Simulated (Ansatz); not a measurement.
Electronic density of states of amorphous Si24O48H2, density 2.19 g/cm³, on a 2×2×2 Γ-centred mesh with a Gaussian width of 0.1 eV; energies count from the Fermi level, whose place inside the gap is arbitrary. Cell and mesh are small, so fine structure isn't converged. Calculation: PBE, scalar-relativistic without spin-orbit coupling (plane waves to 420 eV, PAW; Ansatz, a first-principles code). Sampling: a 2×2×2 Γ-centred mesh; Fermi-Dirac width 0.02 eV; no spin polarisation. The usual formal charges leave 2 electrons over, so the level spacing at the Fermi energy parts defect or band states and needn't be the band gap. At PBE the levels at the filled edge of the gap are localised (band-tail or defect states), and the nearest spread-out levels lie 5.6 eV apart at the zone centre.

Preparation: random packing, a CHGNet melt and quench, and a DFT relaxation. O atoms were pushed apart under 1.9 Å during the dynamics, to hinder bonds among them. The hot cell started wider than the set density and was brought back towards it in steps. It is the lowest in DFT energy of 2 quenches. It is a model cell: composition and starting density were chosen by hand, and all elements were melted together. No dispersion term was used. Its density started from a set value of 2.01 and ended at 2.19 g/cm³. The quench (nominally 780 K/ps over its main leg) was far faster than any real one, so the model tends to hold more defects than a real film. Values belong to this one cell and scatter from quench to quench. Volume and shape were free in the relaxation.

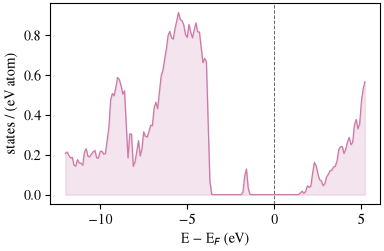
*Density of states per atom*

The level spacing at the Fermi energy on this mesh is 3.20 eV; the broadening fills part of it in the curve.
